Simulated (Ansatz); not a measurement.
**CH2BClO: small, medium and large basis sets**

Aim: see how fast density functionals converge with the basis set for CH2BClO.

Computed with Ansatz 0.2.0, Gaussian basis. Level: one geometry, several basis sets.

The runs, in order: PBE0-D4/def2-SVP; ωB97M-V/def2-SVP; PBE0-D4/def2-QZVPP; ωB97M-V/def2-QZVPP; the functionals' def2-TZVPP values are taken from earlier runs.

### 1 The geometry

An earlier PBE0-D4 in a triple-zeta def2 set relaxation fixed the geometry.

SMILES `O=CBCl`, 6 atoms, charge 0, spin multiplicity 1.

Atoms are counted from 1 here; the program's logs count them from 0.

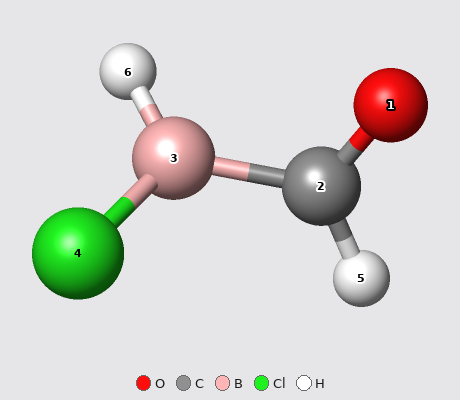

The geometry (oxygen red, carbon grey, boron pink, chlorine green, hydrogen white); atoms are numbered from 1 in the order of the file.

### 2 PBE0-D4 in def2-SVP

in.yaml reads:

```yaml
crystal:
  periodic: [false, false, false]
  atoms:
    - {symbol: O, position_ang: [0.692693, 1.603462, 0.215451]}
    - {symbol: C, position_ang: [-0.023506, 0.779707, -0.306548]}
    - {symbol: B, position_ang: [-0.097489, -0.651571, 0.364969]}
    - {symbol: Cl, position_ang: [0.517046, -1.998444, -0.535892]}
    - {symbol: H, position_ang: [-0.551848, 1.020449, -1.257255]}
    - {symbol: H, position_ang: [-0.494796, -0.817603, 1.473175]}
basis:
  gaussian: {orbitals: def2-SVP}
hamiltonian: {xc: pbe0, dispersion: d4}
output: {orbitals: {seedname: orbitals}}
```

On the command line:

```bash
> ansatz run in.yaml --threads 2 --pin off --events-out ev --progress --plain --max-ram 4352MiB
```

Further steps of the session: ωB97M-V in def2-SVP; PBE0-D4 in def2-QZVPP; ωB97M-V in def2-QZVPP.

Q: Predict the results of all the runs planned. Wanted: PBE0-D4: double and triple zeta above quadruple; ωB97M-V: double and triple zeta above quadruple.

As calculated:

```
                                       quantity          value
PBE0-D4: double and triple zeta above quadruple  9.20, 0.57 eV
ωB97M-V: double and triple zeta above quadruple  9.27, 0.54 eV
```

For PBE0-D4 the step from double to triple zeta gains 8.63 eV and the next only 0.57 eV. Total energies overstate the basis error of differences, where much of it tends to cancel.
